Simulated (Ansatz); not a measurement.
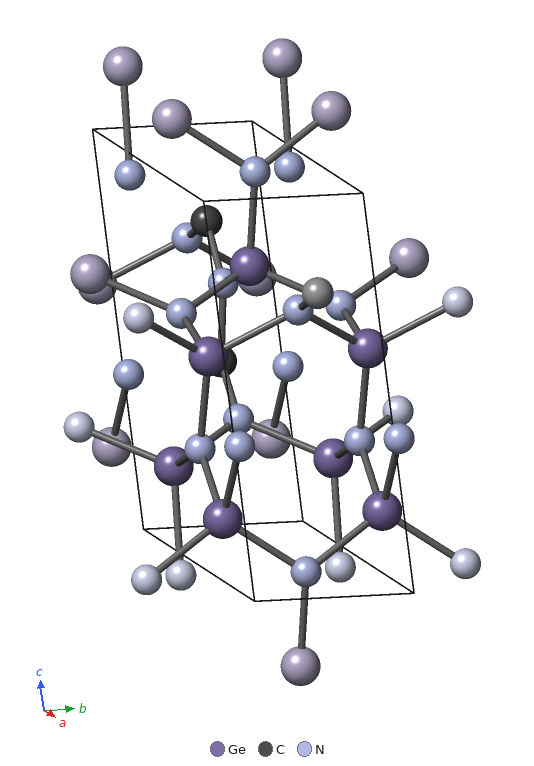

The figure gives a ball-and-stick picture of the atoms, viewed slightly off an axis. The lines enclose the conventional unit cell; boundary atoms appear with their images. Atoms of adjacent cells appear where they bond to atoms in the box, in fainter colours.

Ge2CN4, space group Pm (No. 6), a = 7.313 Å, b = 2.924 Å, c = 7.394 Å, α = 90.00°, β = 116.97°, γ = 90.00°. Provenance: a structure type filled with these elements by a generator (whether the compound takes this form wasn't checked). Earlier steps of the study, as a rule a relaxation of our own, may have changed the cell and positions, so they can lie some per cent off the listed ones. It went into a calculation with Ansatz.

This one geometry was computed with Ansatz (DFT, plane waves, PAW) at five levels of theory: PBE with spin-orbit coupling, HSE06, r2SCAN, PBE and PBE0. It was relaxed beforehand with r2SCAN.

> Which level gives the highest pressure at this volume, and what does that say about its equilibrium volume?

Highest: PBE with spin-orbit coupling (6.5 GPa) and PBE (6.5 GPa), which points to the largest equilibrium volume. Lowest, with the smallest volume: HSE06 (-2.3 GPa) and PBE0 (-2.5 GPa). Levels within 0.5 GPa of each other can't be told apart.

> How does the band gap change with the level of theory?

PBE with spin-orbit coupling: a gap of 1.26 eV, indirect; PBE: a gap of 1.26 eV, indirect; r2SCAN: a gap of 1.52 eV, indirect; HSE06: a gap of 2.54 eV, indirect; PBE0: a gap of 3.28 eV, direct.

> Collect the results in a table.

| level | cutoff (eV) | k-mesh of the run's cell | gap (eV) | pressure (GPa) |
| --- | --- | --- | --- | --- |
| PBE with spin-orbit coupling | 420 | 4×8×4 | 1.26 | 6.5 |
| HSE06 | 420 | 2×6×2 | 2.54 | -2.3 |
| r2SCAN | 500 | 4×8×4 | 1.52 | 0.0 |
| PBE | 420 | 4×8×4 | 1.26 | 6.5 |
| PBE0 | 420 | 2×6×2 | 3.28 | -2.5 |

Gaps are taken on the k-mesh or band path of each run.
